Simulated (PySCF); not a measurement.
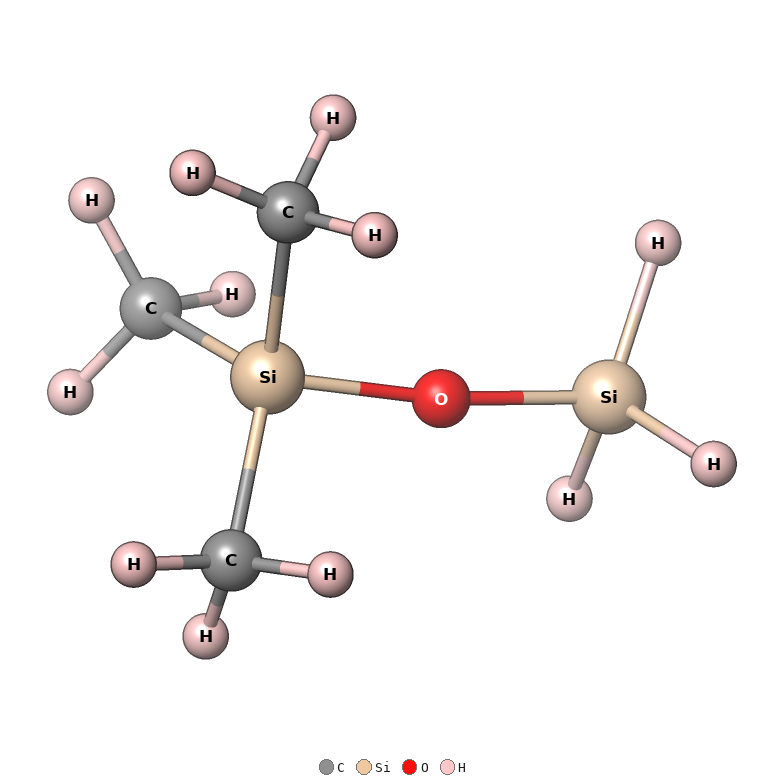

Orthographic view. Atoms fade into the background with distance from the viewer. Geometry: a frame of a GFN2-xTB molecular-dynamics simulation, not a minimum.

Give the standard InChI.

InChI=1S/C3H12OSi2/c1-6(2,3)4-5/h1-3,5H3
